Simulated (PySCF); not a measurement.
# C2H2ClF5Ge: electronic excitations

Aim: predict the electronic excitations of C2H2ClF5Ge (`FC(F)[C@@H](Cl)[Ge]([F])([F])[F]`).

Programs: PySCF 2.14.0, with density-fitted response routines of our own. Each step states its level of theory. These are calculated values for one molecule in the gas phase, unless marked as measured. Atoms count from 0, in the outputs and in this text.

## 1. The starting structure

11 atoms, charge 0, multiplicity 1; geometry from: GFN2-xTB.

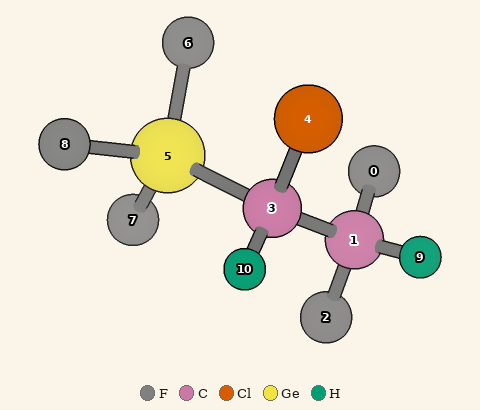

As it starts; fluorine grey, carbon pink, chlorine orange, germanium yellow, hydrogen teal, atoms numbered; sticks join atoms by distance.

## 2. Excited states and response: CAM-B3LYP/def2-SVPD

What the job is given:

```
{"job": {"kind": "uv", "xc": "CAM-B3LYP", "basis": "def2-SVPD", "nstates": 8, "ntriplets": 3}, "charge": 0, "multiplicity": 1}
F     -0.730511    -1.002540    -1.464808
C     -1.352237    -0.255195    -0.529300
F     -1.528325     0.967451    -1.076706
C     -0.461621    -0.105235     0.685677
Cl    -0.379321    -1.604245     1.603551
Ge     1.404476     0.381952     0.045384
F      2.310662    -0.926325    -0.581134
F      1.587723     1.638356    -1.108271
F      2.332918     0.919005     1.387955
H     -2.336224    -0.699337    -0.316842
H     -0.842117     0.688784     1.328529
```

Level: TDDFT CAM-B3LYP/def2-SVPD, vertical, gas phase, core orbitals frozen in the response.

Command:

```bash
$ OMP_NUM_THREADS=1 python probes_run.py task.json out
```

The driver reads the jobs from task.json and runs them one after another.

The program printed:

```text
coarse grid: 55536 points
cycle   1  E = -3112.8445300835  dE =  5.034e-01  |g| = 1.253e+00  |ddm| = 4.574e+00
cycle   2  E = -3112.5806823727  dE =  2.638e-01  |g| = 1.853e+00  |ddm| = 3.850e+00
cycle   3  E = -3113.1290568672  dE = -5.484e-01  |g| = 9.522e-02  |ddm| = 1.926e+00
cycle   4  E = -3113.1303736023  dE = -1.317e-03  |g| = 5.008e-02  |ddm| = 2.061e-01
cycle   5  E = -3113.1307937706  dE = -4.202e-04  |g| = 1.014e-02  |ddm| = 6.562e-02
cycle   6  E = -3113.1308122088  dE = -1.844e-05  |g| = 3.573e-03  |ddm| = 1.631e-02
cycle   7  E = -3113.1308145110  dE = -2.302e-06  |g| = 8.980e-04  |ddm| = 4.645e-03
final grid: 115968 points
cycle   8  E = -3113.1307689907  dE = -1.714e-07  |g| = 9.451e-04  |ddm| = 3.898e-03
cycle   9  E = -3113.1307689387  dE =  5.199e-08  |g| = 1.140e-03  |ddm| = 2.027e-03
cycle  10  E = -3113.1307691106  dE = -1.719e-07  |g| = 7.506e-05  |ddm| = 1.102e-03
cycle  11  E = -3113.1307691116  dE = -1.014e-09  |g| = 2.501e-05  |ddm| = 1.045e-04
cycle  12  E = -3113.1307691118  dE = -1.783e-10  |g| = 1.127e-05  |ddm| = 6.289e-05
converged SCF energy = -3113.1307691118

Static polarisability (au): isotropic 66.124, principal 57.219 65.685 75.469

Singlet excitations
state   eV       nm        f      main configurations
  1   7.0230    176.5   0.04940   H->L 0.56, H->L+1 0.33
  2   7.2436    171.2   0.00582   H-1->L 0.63, H-1->L+1 0.26
  3   7.6510    162.0   0.08261   H->L+1 0.58, H->L 0.36
  4   8.0016    154.9   0.00653   H-1->L+1 0.65, H-1->L 0.29
  5   8.8439    140.2   0.13792   H->L+2 0.84
  6   9.0240    137.4   0.03091   H->L+3 0.43, H-2->L 0.20
  7   9.0461    137.1   0.04938   H-2->L 0.41, H-1->L+2 0.24, H->L+3 0.15
  8   9.0973    136.3   0.00355   H-4->L 0.57, H-3->L 0.24

Triplet excitations (Tamm-Dancoff, eV): 6.1587 6.5642 6.8868
```

It took 2.1 min on 1 thread of Arm Neoverse V1, shared host; peak memory 1.1 GiB.

The orbitals next to the gap, with their largest atomic shares:

```csv
orbital,eV,atoms
HOMO−3,-13.52,"F6 24 %, F8 18 %, Cl4 14 %"
HOMO−2,-12.86,"Cl4 18 %, F2 18 %, F0 16 %"
HOMO−1,-11.42,"Cl4 74 %, C3 12 %, C1 5 %"
HOMO,-11.02,"Cl4 60 %, C3 17 %, Ge5 8 %"
LUMO,-0.51,"Ge5 28 %, C3 20 %, Cl4 16 %"
LUMO+1,0.19,"Cl4 37 %, C3 20 %, Ge5 14 %"
LUMO+2,0.84,"Cl4 23 %, C1 17 %, H9 16 %"
```

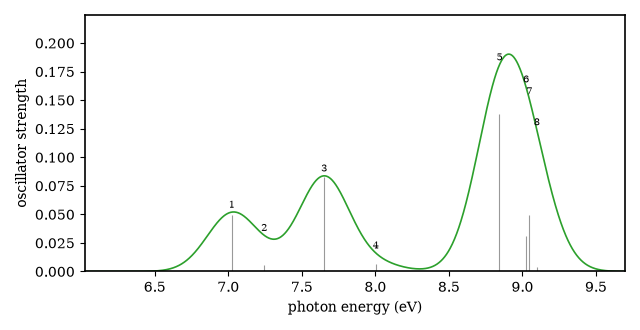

Absorption spectrum from the 8 singlet states computed; above the last one it falls off for lack of states. Lines are broadened to a width of 0.40 eV (Gaussian).

Ground-state properties from the same run:

```csv
property,computed
dipole moment (D),4.38
polarisability (Å³),9.80
HOMO–LUMO gap (eV),10.51
−ε(HOMO) (eV),11.02
```

## 3. Results

```
                                quantity                        value
    lowest singlet (CAM-B3LYP/def2-SVPD)  7.02 eV (177 nm), f = 0.049
brightest single state of those computed  state 5, 8.84 eV, f = 0.138
                          lowest triplet                      6.16 eV
```

In words: The lowest singlet, at 7.02 eV, is HOMO→LUMO 0.56, HOMO→LUMO+1 0.33 and is weak; of the 8 states computed, the strongest absorption comes from state 5 at 8.84 eV. The lowest triplet lies 0.86 eV below the lowest singlet (triplets in Tamm-Dancoff, singlets in full TDDFT).
